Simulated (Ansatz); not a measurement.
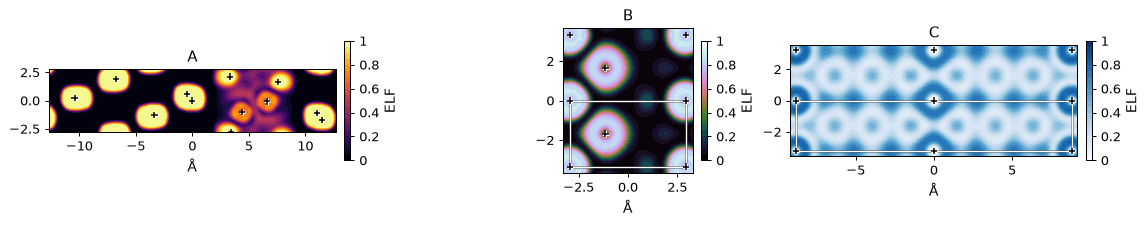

The ELF of 3 systems, each on a plane through atoms (crosses mark nuclei in the plane).

Level of theory: DFT PBE, scalar-relativistic, plane waves, PAW (Ansatz 0.2.0).

System 1: MoH₆, the (110) plane of the conventional cell. Space group P1; a generated structure, not necessarily the stable one; computed without spin polarisation.

```xyz
14
Lattice="2.8426 -0.0016 -0.0001 -1.3536 2.5003 0.0004 -0.8391 -0.6653 24.6757" Properties=species:S:1:pos:R:3 pbc="T T T"
H    -1.9398    1.6973   22.5485
H     2.6268    0.1393    2.1600
H    -0.3166    1.3683   15.8467
H    -0.7695    0.9739   15.3991
H     0.5818    0.4522   19.2027
H     1.1128    0.1786   18.7506
H    -0.2860    0.0418   12.0662
H     1.0147    1.9699   12.5138
H     0.0058    1.2575    5.5241
H    -0.5179    1.5448    5.9764
H     1.0015    0.4450    8.7900
H     1.3488    0.9283    9.2448
Mo   -0.4753    0.8239   23.5845
Mo    1.1623    1.0127    1.1241
```

System 2: Ca₂TaO₄, the (010) plane of the conventional cell. Space group Pbam; a generated structure, not necessarily the stable one; changed on purpose from its base cell (volume × 1.10, shape and atoms relaxed); computed pressure about −9 GPa in this cell.

```
CELL_PARAMETERS angstrom
5.86808 0.00000 0.00000
0.00000 10.19633 0.00000
0.00000 0.00000 3.33851
ATOMIC_POSITIONS crystal
Ca 0.92965 0.67448 0.50000
Ca 0.07035 0.32552 0.50000
Ca 0.57035 0.17448 0.50000
Ca 0.42965 0.82552 0.50000
Ta 0.50000 0.50000 0.00000
Ta 0.00000 0.00000 0.00000
O 0.37620 0.31528 0.00000
O 0.62380 0.68472 0.00000
O 0.27443 0.54478 0.50000
O 0.72557 0.45522 0.50000
O 0.12380 0.81528 0.00000
O 0.87620 0.18472 0.00000
O 0.77443 0.95522 0.50000
O 0.22557 0.04478 0.50000
```

System 3: Zr₇B, the (11̄0) plane of the conventional cell. Space group P-3m1; a generated structure, not necessarily the stable one; changed on purpose from its base cell (volume × 0.91, shape and atoms relaxed); computed pressure about 10 GPa in this cell; computed without spin polarisation.

```cif
data_structure
_symmetry_space_group_name_H-M 'P 1'
_symmetry_Int_Tables_number 1
_cell_length_a 3.2131
_cell_length_b 3.2131
_cell_length_c 17.6560
_cell_angle_alpha 90.000
_cell_angle_beta 90.000
_cell_angle_gamma 120.000
_cell_volume 157.85
loop_
_atom_site_label
_atom_site_type_symbol
_atom_site_fract_x
_atom_site_fract_y
_atom_site_fract_z
_atom_site_occupancy
Zr1 Zr 0.66667 0.33333 0.92245 1
Zr2 Zr 0.33333 0.66667 0.07755 1
Zr3 Zr 0.66667 0.33333 0.22289 1
Zr4 Zr 0.33333 0.66667 0.36093 1
Zr5 Zr 0.33333 0.66667 0.77711 1
Zr6 Zr 0.66667 0.33333 0.63907 1
Zr7 Zr 0.00000 0.00000 0.50000 1
B1 B 0.00000 0.00000 0.00000 1
```

Which map belongs to which system?

Answer. Panel A is system 1, MoH₆: the plane holds H and Mo. H–H (0.75 Å): the ELF is about 1 at the midpoint. Panel B is system 2, Ca₂TaO₄: the plane holds Ca and O. Panel C is system 3, Zr₇B: the plane holds Zr and B.
